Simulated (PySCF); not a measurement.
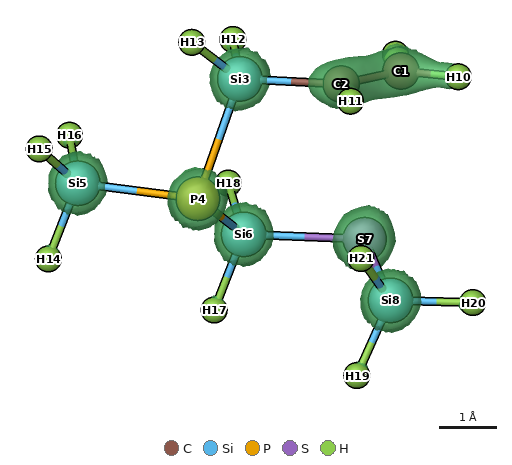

*C₂H₁₃PSSi₄ (SMILES C=C[SiH2]P([SiH3])[SiH2]S[SiH3]). Isosurface of the electron density at 1.5 e/Å³ (green), seen at a tilt.*

Geometry: GFN2-xTB.

These are results of PySCF 2.14.0, PBE0/pcSseg-1, SCF density, gas phase, non-relativistic, not measurements.

| atom | x (Å) | y (Å) | z (Å) |
| --- | --- | --- | --- |
| C | -1.0600 | 0.0002 | -2.7851 |
| C | -1.3317 | 0.8052 | -1.7691 |
| Si | -1.8672 | 0.2407 | -0.0572 |
| P | -0.1110 | 0.5587 | 1.3070 |
| Si | -0.9136 | -0.0704 | 3.2789 |
| Si | 1.1208 | -1.2351 | 0.8772 |
| S | 1.8724 | -1.2323 | -1.1245 |
| Si | 2.6620 | 0.7541 | -1.3590 |
| H | -1.1593 | -1.0698 | -2.7067 |
| H | -0.7182 | 0.3689 | -3.7404 |
| H | -1.2042 | 1.8738 | -1.9075 |
| H | -2.2949 | -1.1634 | -0.0599 |
| H | -2.9345 | 1.0947 | 0.4747 |
| H | 0.2178 | -0.0595 | 4.2031 |
| H | -1.9188 | 0.9194 | 3.6547 |
| H | -1.5103 | -1.4074 | 3.2450 |
| H | 2.2510 | -1.2177 | 1.8025 |
| H | 0.4165 | -2.5111 | 0.9404 |
| H | 3.7266 | 0.9366 | -0.3787 |
| H | 3.1636 | 0.7183 | -2.7220 |
| H | 1.5840 | 1.7131 | -1.1739 |

Which contacts does the surface bridge?

Answer. At this value the surface falls into 17 separate pieces. It bridges the sampled C–C (1.32 Å) contacts, where the density stays above the isovalue. It is pinched off along the sampled C–Si (1.88 Å), Si–S (2.14 Å) and Si–P (2.22 Å) contacts. On the grid the lowest density along these lines, outside the cores, is 2.3 e/Å³ (C–C, 1.32 Å), 0.8 e/Å³ (C–Si, 1.88 Å), 0.64 e/Å³ (Si–S, 2.14 Å) and 0.65 e/Å³ (Si–P, 2.22 Å).
